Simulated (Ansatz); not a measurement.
SiH4BrCl: several calculations on one system

## 1. Relaxation

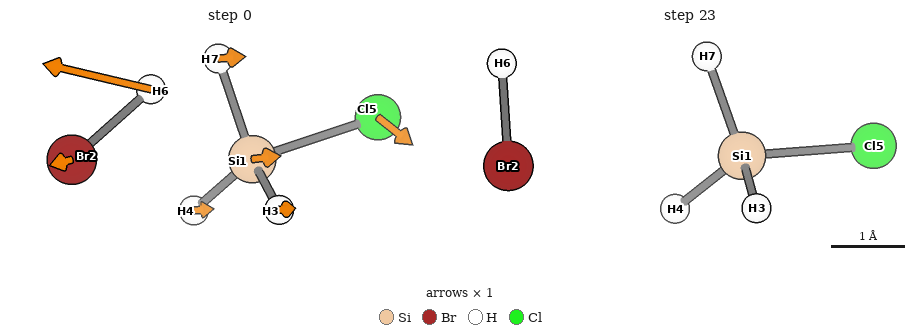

The structure of SiH4BrCl (started from a transition state, displaced along its imaginary mode) before (left) and after (right) a relaxation, at one scale. The orange arrows give the displacements, at their true length.

A ball-and-stick model, seen at a tilt.

Theory: RKS PBE0-D4/def2-TZVP in Ansatz 0.2.0. (force threshold 0.005 eV/Å; at most 200 steps)

Q: What changed between the two?

A: The largest move after the best rigid fit is that of H6, 1.74 Å. By element the largest moves are H 1.74 Å, Cl 0.68 Å, Si 0.47 Å, Br 0.37 Å. Among the contacts that change: Si1–H6 1.854 → 3.958 Å, Si1–Br2 2.816 → 3.648 Å, Br2–H6 1.574 → 1.421 Å, Si1–Cl5 2.046 → 2.059 Å. Among the angles between lasting bonds that change: Cl5–Si1–H7 94.3° → 107.8°, H3–Si1–H4 119.4° → 111.1°. Over 20 accepted moves (23 points after the start) the energy falls by 19.2 kcal/mol. Largest force component: 1.3 eV/Å at the start, 0.001 eV/Å at the end. The line search rejected the trial steps at points 8, 14, 16 of the run. Cost: 43 s on 4 threads of Arm Neoverse V2, on a shared host.

## 2. Relaxation

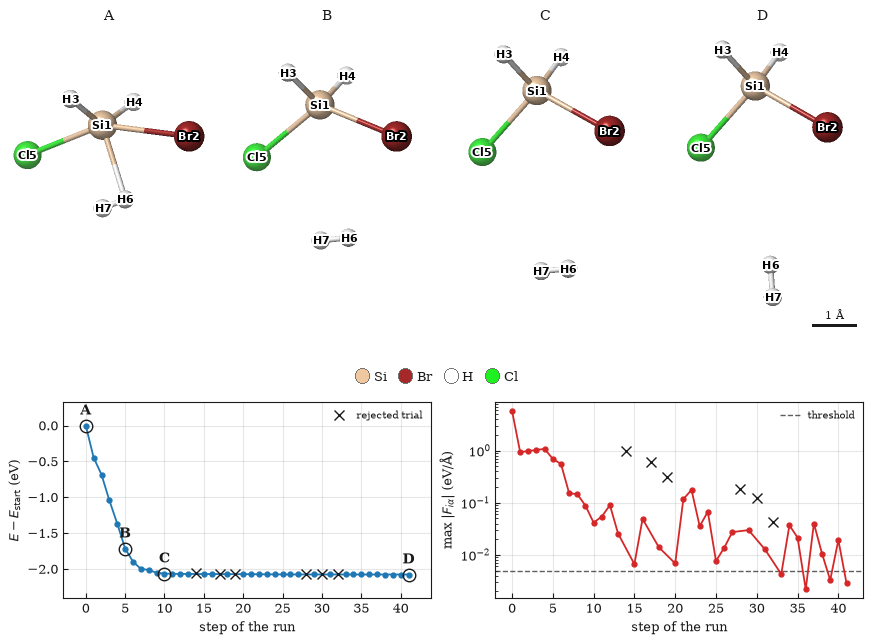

Frames of a relaxation of SiH$_{4}$BrCl (started from a transition state, displaced along its imaginary mode), marked on the history of the run. The picture is a ball-and-stick view, seen at a tilt.

These are results of Ansatz, RKS PBE0-D4/def2-TZVP, not measurements.

The input:
```yaml
crystal:
  periodic: [false, false, false]
  atoms:
    - {symbol: Si, position_ang: [-0.361831, 0.067450, -0.352798]}
    - {symbol: Br, position_ang: [0.321573, -2.216176, -0.184803]}
    - {symbol: H, position_ang: [0.201082, 0.223734, -1.702783]}
    - {symbol: H, position_ang: [-1.707093, -0.210286, 0.173896]}
    - {symbol: Cl, position_ang: [-0.332154, 2.153739, 0.160343]}
    - {symbol: H, position_ang: [0.936037, -0.324250, 0.877021]}
    - {symbol: H, position_ang: [0.942386, 0.305889, 1.029123]}
basis:
  gaussian: {orbitals: def2-TZVP}
hamiltonian: {xc: pbe0, dispersion: d4}
relax: {f_tol: 0.005, max_steps: 200}
```

Launched with:
```bash
ansatz run in.yaml --threads 4 --pin off --events-out ev --progress --plain --max-ram 9574MiB
```

Q: What happens along the run?

A: The energy falls by 2.077 eV in 35 accepted moves (41 points after the start). The largest force component goes from 5.9 to 0.0029 eV/Å. The line search rejected the trial steps at points 14, 17, 19, 28, 30, 32 of the run. The forces were under the threshold at step 33, but the run went on from there. The largest move after the best rigid fit is that of H7, 2.10 Å. By element the largest moves are H 2.10 Å, Si 0.90 Å, Cl 0.55 Å, Br 0.48 Å. Among the contacts that change: Si1–H7 1.915 → 4.897 Å, Si1–H6 1.830 → 4.151 Å, Br2–H6 2.255 → 3.510 Å, Si1–Br2 2.390 → 2.206 Å. Bond angles that change, for instance: Br2–Si1–Cl5 155.1° → 110.3°, H3–Si1–H4 134.3° → 112.7°, Br2–Si1–H3 93.2° → 108.4°. Cost: 78 s on 4 threads of Arm Neoverse V2 (shared host). From step 0 to 5: H6 moves most (0.90 Å), energy −1.715 eV. From step 5 to 10: H atoms move most (0.72 Å), energy −0.348 eV. From step 10 to 41: H7 moves most (0.72 Å), energy −0.013 eV.

## 3. Reaction

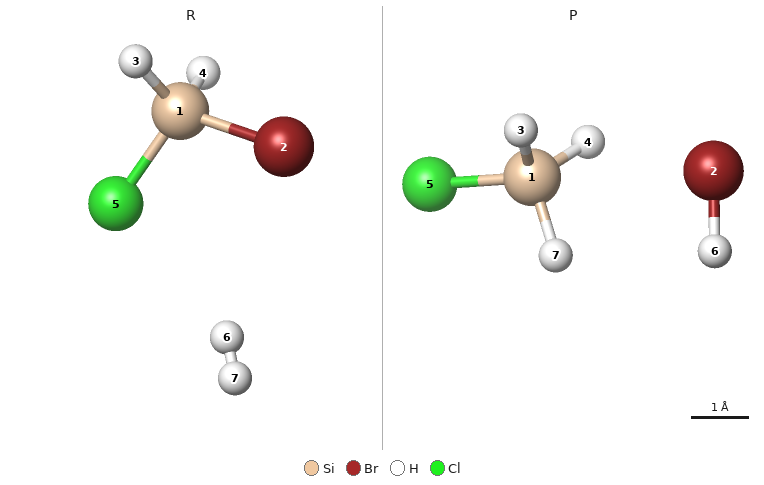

Reactant (R) and product (P) of one elementary step of SiH₄BrCl. A ball-and-stick model, seen at a tilt.

Stationary points at PBE0-D4/def2-TZVP, single-point energies with CCSD(T)/CBS (def2-TZVPP where no basis is named; Ansatz 0.2.0). The energies are electronic, without zero-point or thermal terms, and both ends are the minima reached downhill from the saddle, with any fragments still in contact. CCSD(T)/CBS stands for a frozen-core estimate: MP2 correlation extrapolated from def2-TZVPP and def2-QZVPP, CCSD(T) minus MP2 from the smaller set.

R:
```xyz
7

Si   -0.9879    0.0257   -0.9987
Br    0.0488   -1.8179   -0.3708
H    -0.7002    0.2581   -2.4273
H    -2.4294   -0.1349   -0.7266
Cl   -0.2999    1.6232    0.0698
H     1.9235    0.0194    1.9597
H     2.4450    0.0264    2.4939
```

P:
```xyz
7

Si   -0.4000    0.8624   -0.2075
Br    0.6154   -2.6340    0.0169
H     0.1145    0.4693   -1.5376
H    -1.6027    0.0790    0.1509
Cl   -0.9337    2.8492   -0.2909
H     1.5567   -2.3438    1.0413
H     0.6497    0.7180    0.8268
```

Predict the saddle point between them and the barrier.

Counted by bonded pieces, R holds H₂ + SiH₂BrCl and P holds HBr + SiH₃Cl. From R over the saddle to P, bonds form: Si1–H7 (4.90 → 1.69 → 1.48 Å), Br2–H6 (3.51 → 1.91 → 1.42 Å). Bonds break: Si1–Br2 (2.21 → 2.60 → 3.65 Å), H6–H7 (0.75 → 0.89 → 3.20 Å). The saddle has one imaginary mode, 612i cm⁻¹. With CCSD(T)/CBS the barrier is 50.5 kcal/mol from R and 33.8 kcal/mol from P, and P lies 16.7 kcal/mol above R.

Saddle geometry:

```xyz
7

Si   -0.3229    0.2421   -0.2725
Br    0.4237   -2.2446   -0.0878
H     0.2158    0.2155   -1.6344
H    -1.6390   -0.2061    0.1891
Cl   -0.4036    2.2945    0.1201
H     0.8687   -0.5865    0.7478
H     0.8573    0.2852    0.9377
```

The saddle point in the same view, with dashed sticks for the bonds that form or break:

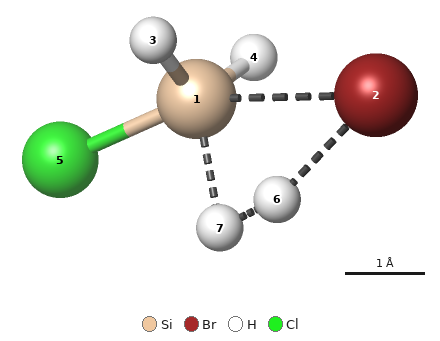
